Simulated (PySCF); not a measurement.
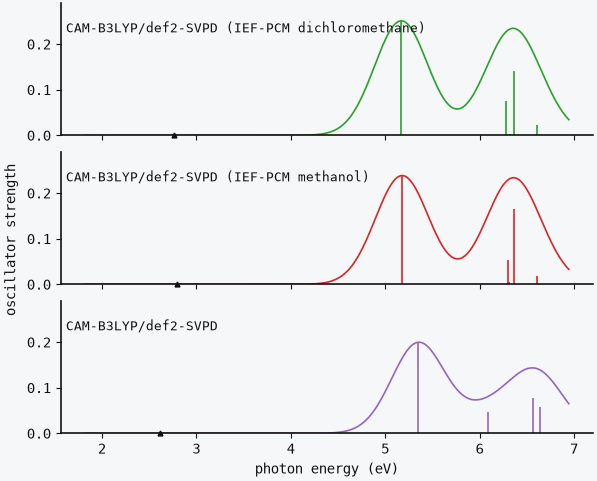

Vertical TDDFT spectra of C₃H₈OSSi, SMILES CC(=S)CO[SiH3] at one geometry and several levels (PySCF, at a PBE0-D3(BJ)/def2-SVP geometry (no frequency check)); sticks with Gaussians of 1/e half-width 0.40 eV, the triangle marks S1, which has the same leading orbital pair at all these levels. Only the lowest states were computed, so the high end is incomplete.

Q: Order the levels by their S1 energy.

A: From lowest to highest: CAM-B3LYP/def2-SVPD 2.62 eV, CAM-B3LYP/def2-SVPD (IEF-PCM dichloromethane) 2.76 eV, CAM-B3LYP/def2-SVPD (IEF-PCM methanol) 2.79 eV; a spread of 0.18 eV.

Caveats, for all or some of the runs: core orbitals are frozen in the response; one conformer of a flexible molecule.
